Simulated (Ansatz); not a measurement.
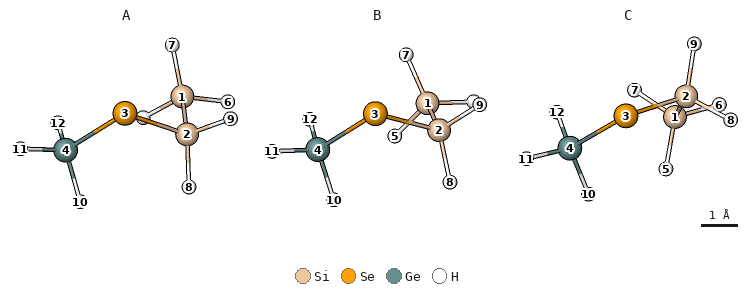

3 geometries from a converged minimum-energy path of GeSi2H8Se, shuffled. The picture is a ball-and-stick view, seen at a tilt.

The calculation used Ansatz 0.2.0, RKS PBE-D4/def2-SVP. Run with 9 movable images; climbing image; force threshold 0.03 eV/Å; iteration limit 35; starting path through a guess of the saddle point.

Which frame is the top of the path?

C. In order along the path, whose images run from 0 to 10: C (image 4, +6.4 kJ/mol), B (image 7, +0.7 kJ/mol), A (image 8, +0.4 kJ/mol). The motion is a rotation about the Si2–Se3 bond by about 150°. No bond forms or breaks between the ends. Bond angles that change up to the highest image, for instance: Si2–Se3–Ge4 95.3° → 100.8°, Si1–Si2–Se3 111.0° → 116.3°.

The run took 7 min on 2 threads of Arm Neoverse V2, on a shared host, peak memory 0.22 GiB.
